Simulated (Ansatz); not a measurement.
## Profile along the Hf–O line in HfO2 (fluorite)

HfO₂ (fluorite), conventional cell a = b = c = 5.098 Å, α = β = γ = 90.00°. The calculation uses the primitive cell of 3 atoms, to which meshes and values per cell refer.

Fields along a shortest Hf–O line of a {110} plane (2.21 Å), from Hf to O, interpolated on the slice's grid (step about 0.2 Å). Calculation: PBE (plane waves to 420 eV, PAW, scalar-relativistic; Ansatz, a program for electronic structure). k mesh 11×11×11. Inside the PAW spheres the values are not all-electron values, and peaks at nuclei hang on which shells count as valence. HfO2 is run without spin polarisation. HfO2 was relaxed with its symmetry unable to fall. Spin-orbit coupling is left out, though Hf is heavy. The PAW data are Ansatz's earlier set. This is a high-temperature form of HfO2.

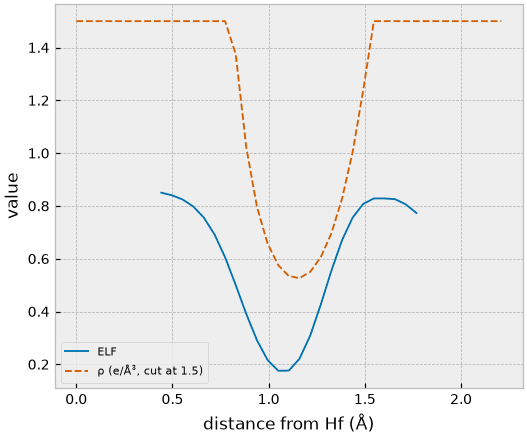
Figure. ELF (away from the nuclei) and valence density from Hf to O.

Density on the Hf–O line (2.21 Å) at its density minimum, 1.2 Å from Hf: 0.53 e/Å³. ELF at that point: 0.2. Element round which the density of the highest valence band (whole band, smooth part) is largest on this plane: O.
